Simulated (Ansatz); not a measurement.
```yaml
atoms:
  - { symbol: B, position_ang: [-0.4008, 1.4456, 0.1209] }
  - { symbol: C, position_ang: [-0.9765, 0.0719, -0.2936] }
  - { symbol: O, position_ang: [-0.4240, -1.1057, 0.2424] }
  - { symbol: Ga, position_ang: [1.3342, -1.4209, 0.2492] }
  - { symbol: H, position_ang: [0.4690, 1.5448, 0.9412] }
  - { symbol: H, position_ang: [-0.8710, 2.4353, -0.3621] }
  - { symbol: H, position_ang: [-2.0398, 0.1293, 0.0176] }
  - { symbol: H, position_ang: [-1.0568, 0.0184, -1.3937] }
  - { symbol: H, position_ang: [2.2318, -0.3965, -0.5222] }
  - { symbol: H, position_ang: [1.7338, -2.7223, 1.0004] }
```

Geometry: PBE0-D4/def2-TZVP.

All numbers below come from Ansatz 0.2.0, RKS PBE0-D4/def2-TZVPP.

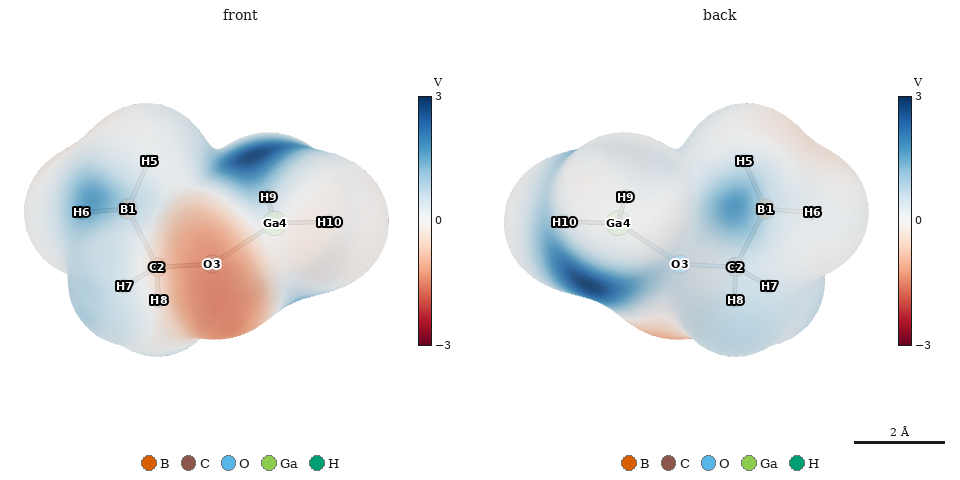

CH6BGaO (SMILES BC[O][GaH2]). The electrostatic potential painted on the density surface at 0.002 e/bohr³, seen from the front and from behind; the colour scale runs from red (negative) to blue (positive).

Q: Describe the electrostatic potential map.

A: The most negative region (about −1.5 V) lies over O3, the most positive (about +2.8 V) over Ga4. O3 is the likeliest acceptor of a hydrogen bond.
